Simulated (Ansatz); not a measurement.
A series of calculations on Ge2H7OCl

**1. Relaxation**

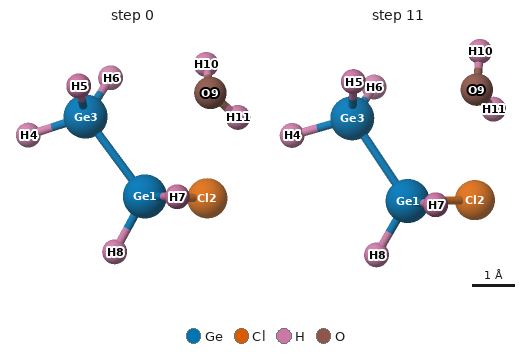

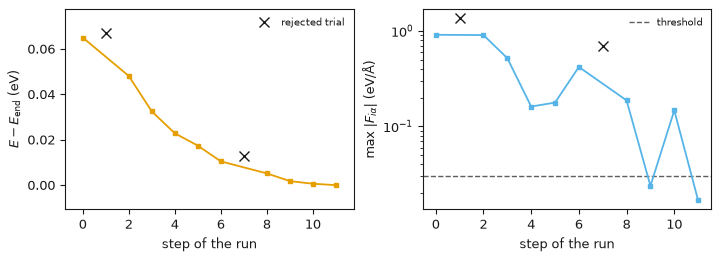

First and last geometry of a relaxation of Ge2H7OCl, with the history of the run. The picture is a ball-and-stick view, seen face on.

The run prepares an end point of a later path (reaction) calculation, from a guessed geometry.

Computed with RKS BHLYP/def2-SVP (Ansatz). (no spin polarisation; force threshold 0.03 eV/Å; at most 50 steps)

Question: Did the run converge, and what did it change?

Answer: It converged. The energy falls by 0.065 eV in 9 accepted moves (11 points after the start). The largest force component goes from 0.91 to 0.017 eV/Å. The line search rejected the trial steps at points 1, 7 of the run. The forces were under the threshold at step 9, but the run went on from there. The largest move after the best rigid fit is that of H10, 0.56 Å. Largest moves by element: H 0.56 Å, Cl 0.16 Å, Ge 0.12 Å, O 0.09 Å. Some distances before and after: O9–H11 0.977 → 0.959 Å, Ge1–Cl2 2.213 → 2.202 Å. Bond angles that change, for instance: H10–O9–H11 103.0° → 105.5°.

Limits of the set-up: the start holds two separate molecules, 2.5 Å apart at their closest, whose relative position is a soft coordinate and is computed without a dispersion correction.

**2. Relaxation**

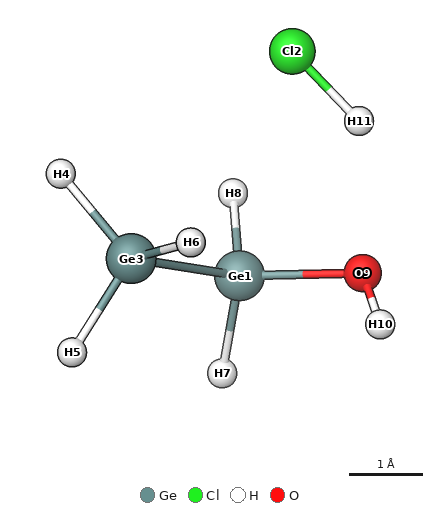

Ge2H7OCl, before the relaxation. The picture is a ball-and-stick view, seen at a tilt.

The run prepares an end point of a later path (reaction) calculation, from a guessed geometry.

These are results of RKS BHLYP/def2-SVP in Ansatz 0.2.0, not measurements.

Input file:
```yaml
crystal:
  periodic: [false, false, false]
  atoms:
    - { symbol: Ge, position_ang: [0.148626, 0.6515, -0.344388] }
    - { symbol: Cl, position_ang: [1.099743, -0.927354, 2.547775] }
    - { symbol: Ge, position_ang: [2.382961, -0.213382, -0.808866] }
    - { symbol: H, position_ang: [2.411769, -1.741113, -0.736012] }
    - { symbol: H, position_ang: [2.812993, 0.219641, -2.218493] }
    - { symbol: H, position_ang: [3.384383, 0.364607, 0.193993] }
    - { symbol: H, position_ang: [-0.430941, 1.366369, -1.579971] }
    - { symbol: H, position_ang: [-0.843622, -0.396012, 0.143913] }
    - { symbol: O, position_ang: [0.230292, 1.833341, 0.988216] }
    - { symbol: H, position_ang: [0.76459, 2.602925, 0.806493] }
    - { symbol: H, position_ang: [0.820507, 0.371479, 2.523441] }
basis:
  gaussian: { orbitals: def2-SVP }
hamiltonian:
  xc: { name: BHLYP }
relax:
  f_tol: 0.03
  max_steps: 50
```

Launched with:
```bash
ansatz run input.yaml --threads 4 --pin off --max-ram 5120MiB --backend cpu --events-out ev --progress --plain --runs-dir out
```

Predict the outcome.

The largest move after the best rigid fit is that of H8, 0.69 Å. Largest moves by element: H 0.69 Å, Cl 0.58 Å, O 0.46 Å, Ge 0.17 Å. Among the contacts that change: Ge1–Cl2 3.430 → 3.882 Å, Ge1–O9 1.783 → 1.809 Å, Cl2–H11 1.329 → 1.307 Å, Ge1–H7 1.541 → 1.536 Å. Groups turn about Ge1–Ge3 by about 45°, Ge1–O9 by about 25°. Over 13 accepted moves (14 points after the start) the energy falls by 16.5 kJ/mol. The largest force component goes from 1.2 to 0.016 eV/Å. The line search rejected the trial step at point 5 of the run.

Final geometry:

```xyz
11

Ge    0.1791    0.7289   -0.4879
Cl    1.4686   -0.6527    2.9025
Ge    2.3716   -0.2715   -0.8482
H     2.4364   -1.6773   -0.2598
H     2.6261   -0.3391   -2.3603
H     3.4366    0.6229   -0.2098
H    -0.0936    1.8927   -1.4524
H    -0.9768   -0.2682   -0.5219
O     0.1034    1.4313    1.1775
H     0.4065    2.3350    1.2443
H     0.8233    0.3301    2.3323
```

The end point in the same view:

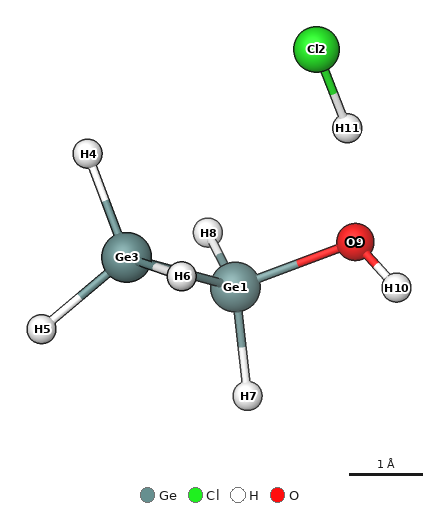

Limits of the set-up: the start holds two separate molecules, 2.2 Å apart at their closest, whose relative position is a soft coordinate and is computed without a dispersion correction.

**3. Path**

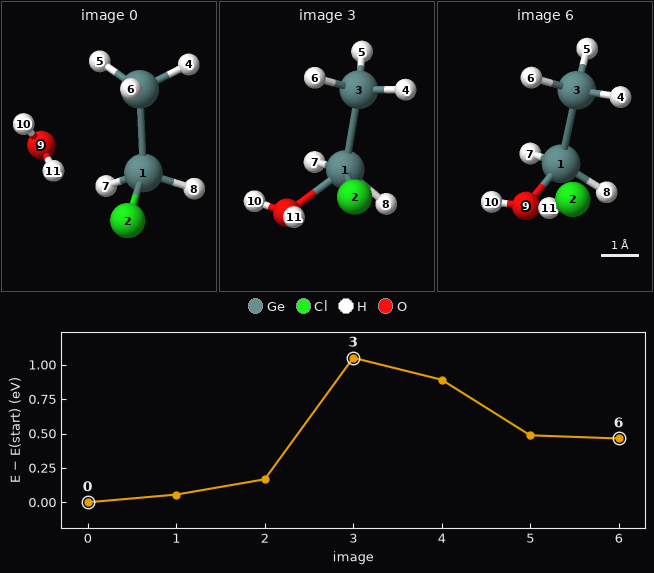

A search for the minimum-energy path of Ge$_{2}$H$_{7}$OCl, made up at the start of Ge₂H₅Cl and H₂O by the nudged elastic band. Images are numbered from 0 (start) to 6 (end). The picture is a ball-and-stick view, seen at a tilt.

Theory: RKS BHLYP/def2-SVP in Ansatz 0.2.0. Settings: 5 movable images; climbing image; force threshold 0.05 eV/Å; iteration limit 60; starting path through a guess of the saddle point.

Question: Read off the barrier and say what moves.

Answer: Breaking: Ge1–Cl2 (2.20 → 2.61 at the top → 3.88 Å), O9–H11 (0.96 → 0.99 at the top → 1.75 Å). Forming: Cl2–H11 (2.46 → 2.01 at the top → 1.31 Å), Ge1–O9 (3.18 → 2.07 at the top → 1.81 Å). Forward barrier 1.05 eV, backward barrier 0.59 eV, with image 3 at the top; the reaction energy is +0.46 eV. The band is converged. At the top, the vibrational analysis gives one imaginary mode (129i cm⁻¹), as a transition state must have.

Limits of the set-up: the start holds two separate molecules, 2.5 Å apart at their closest, whose relative position is a soft coordinate and is computed without a dispersion correction.

Cost: 9.4 min on 4 threads of Arm Neoverse V1, on a shared host, peak memory 0.4 GiB.
